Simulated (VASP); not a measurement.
Band structure of TlBr (space group Cmcm). Calculation: LDA (Ceperley-Alder, Perdew-Zunger), VASP's LDA PAW potentials (set 64) (plane waves; VASP).

Unless said otherwise, spin-orbit coupling is left out, though it shifts the bands of the heavy elements here.

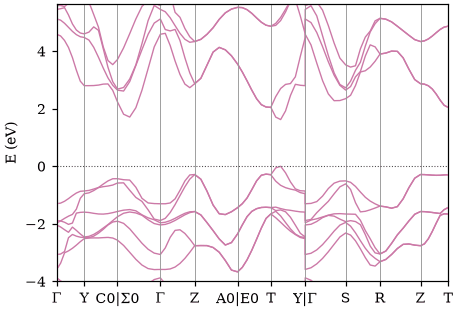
*Bands along high-symmetry lines, zero at the valence-band maximum or, without a gap, the Fermi level*

Q: Read the plot: is there a gap, and where are the band edges?

A: The gap is direct, 1.62 eV, from the valence maximum at T-Y at 0.29 to the conduction minimum at T-Y at 0.29. (Edges off the drawn lines would not show.)

The structure comes from a computed database's TlBr entry (Cmcm); how it stands against other phases isn't given here. It was relaxed first, which changed the volume by -12 %.
